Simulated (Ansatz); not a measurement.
**GeH4···H (doublet): density, localisation and related maps**

Input

```
crystal:
  periodic: [false, false, false]
  atoms:
    - {symbol: Ge, position_ang: [0.006905, 0.002920, -0.582289]}
    - {symbol: H, position_ang: [-0.034544, -0.014574, 2.911654]}
    - {symbol: H, position_ang: [0.025204, 0.010750, -2.117062]}
    - {symbol: H, position_ang: [1.447324, 0.011574, -0.053465]}
    - {symbol: H, position_ang: [-0.732270, 1.247445, -0.073145]}
    - {symbol: H, position_ang: [-0.712608, -1.258124, -0.085692]}
basis:
  gaussian: {orbitals: def2-TZVPD, initial_orbitals: start.molden}
magnetization: {spin_polarized: true, initial_magnetization: 1}
hamiltonian: {xc: pbe0, dispersion: d4}
scf: {omitted_lower_state_checks: [starts]}
output: {orbitals: {seedname: orbitals}}
```

Run with:

```sh
ansatz run in.yaml --threads 4 --pin off --events-out ev --progress --plain --max-ram 3916MiB
```

Geometry: PBE0-D4/def2-TZVPD.

Method: Ansatz 0.2.0, UKS PBE0-D4/def2-TZVPD.

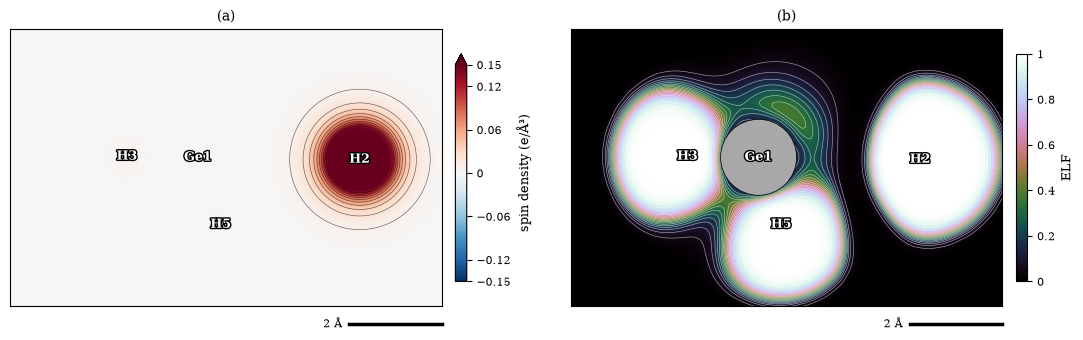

Figure 1. (a) spin density (α minus β); (b) electron localisation function on the plane of atoms H3, Ge1 and H5. Grey discs cover the atomic cores in the ELF map.

Question: Read the bonding off the picture.

Answer: The section cuts through Ge and H sites.
Ge1···H2 (3.49 Å): the ELF dips to about 0 between them: a non-bonded, intermolecular contact.
Ge–H (1.53 Å): the ELF climbs to about 1 towards the hydrogen.
The unpaired spin (1 electron) lies mostly on H2 (about 1.0), in electrons by Hirshfeld's partition.

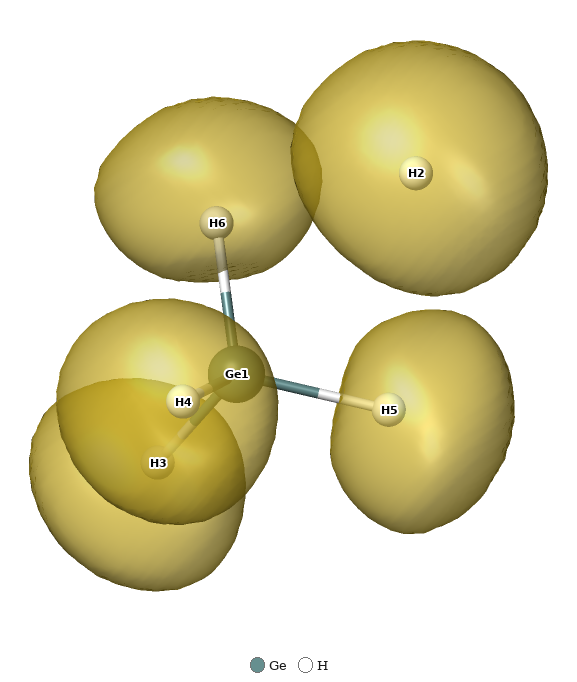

Figure 2. Isosurface of the ELF at 0.9 (yellow), seen at an oblique angle. Only the valence region is drawn (cores and ρ < 0.01 e/Å³ removed).

Question: Describe the localisation domains.

Answer: The surface consists of five regions around hydrogen nuclei.

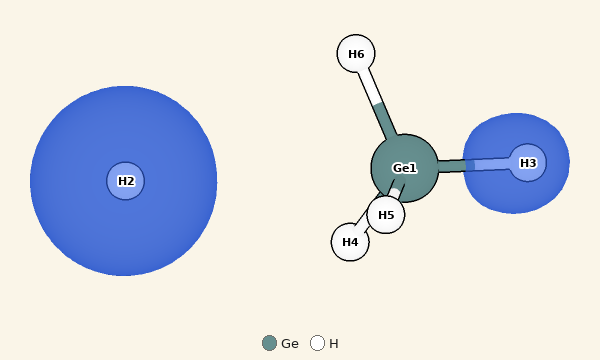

Figure 3. The HOMO (α) at ±0.15 Å⁻³ᐟ² (red and blue are the two phases), seen at a tilt.

Question: What is the character of this orbital?

Answer: It lies mainly on H2 (about 80 %), Ge1 (about 10 %) and H3 (about 5 %). Its energy is −9.07 eV.

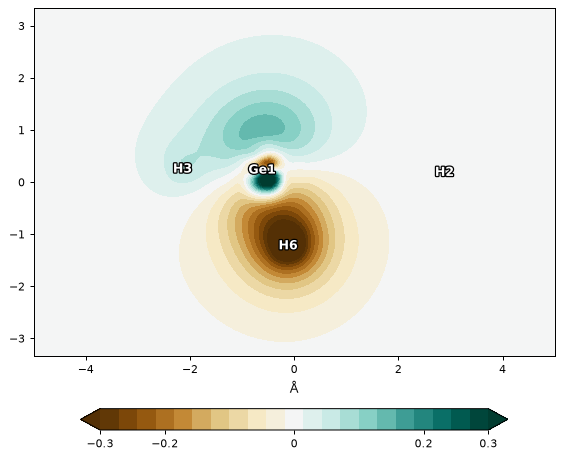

Figure 4. The HOMO (β) on the plane of atoms H3, Ge1 and H6 (values in Å⁻³ᐟ²; the overall sign is arbitrary).

Question: Describe this orbital and give its energy.

Answer: By Hirshfeld shares it lies mainly on Ge1 (about 45 %), H5 (about 30 %), H4 (about 10 %) and H6 (about 10 %). It is one of a degenerate set, so its orientation is arbitrary. Its energy is −9.65 eV.
